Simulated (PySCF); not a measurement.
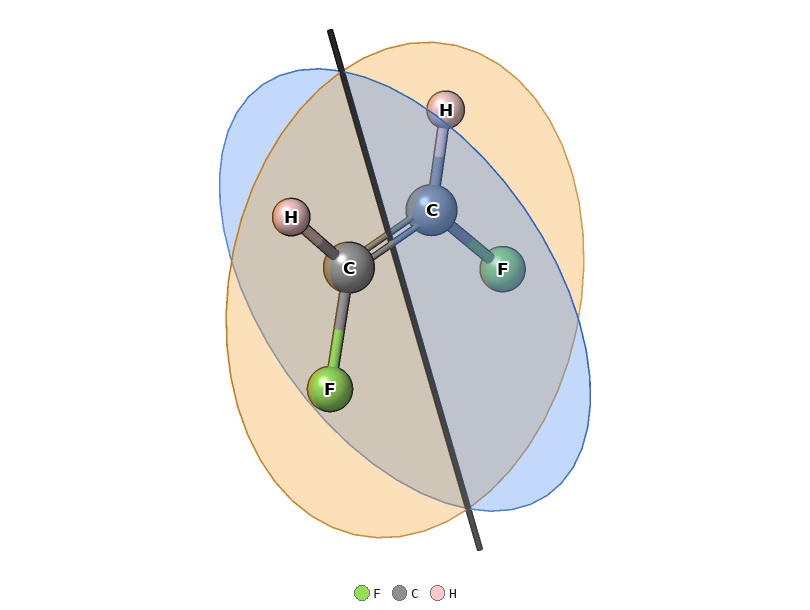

All proper rotation axes (lines) and mirror planes (discs) of the structure are drawn in. Depth is shown by fading: the farther an atom, the more it takes the colour of the background. The computed structure is the end point of a PBE0-D3(BJ)/def2-SVP optimisation. No frequency run is at hand to confirm it as a minimum.

### Name the symmetry elements and the point group.

It has 1 C2 axis and 2 mirror planes. Point group C2v. The group has 4 operations. The geometry is achiral, and symmetry allows a dipole moment.
